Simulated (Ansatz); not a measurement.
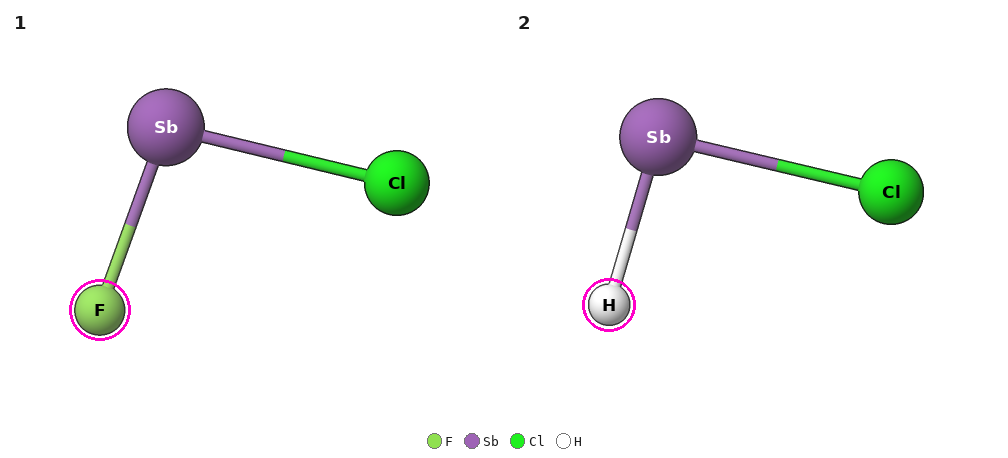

2 molecules with one skeleton, seen from the same side and at one scale; the atom that differs is circled. Charge 0, doublet. Computed geometries: PBE0-D4/def2-TZVP optimisations, one conformation each. Properties computed with Ansatz 0.2.0. Elements past Kr carry core potentials.

One atom differs, called X below: F in panel 1, H in panel 2. Their formulas are SbClF (`[F][Sb][Cl]`), ClHSb (`[Cl][SbH]`).

### In which is the angle X–Sb–Cl larger (PBE0-D4/def2-TZVP)?

In panel 1 (X = F).

### In which is the length of X–Sb larger (PBE0-D4/def2-TZVP)?

In panel 1 (X = F).

Give the values. With PBE0-D4/def2-TZVP: length of X–Sb (Å), angle X–Sb–Cl (°), harmonic X–Sb stretching wavenumber (cm⁻¹). With r2SCAN-D4/def2-TZVPP: dipole moment (D).

```tsv
quantity	1 (F)	2 (H)	2 − 1
length of X–Sb (Å)	1.911	1.716	−0.195
angle X–Sb–Cl (°)	96.7	93.4	−3.3
dipole moment (D)	2.77	2.16	−0.61
harmonic X–Sb stretching wavenumber (cm⁻¹)	622	1940	+1318
```
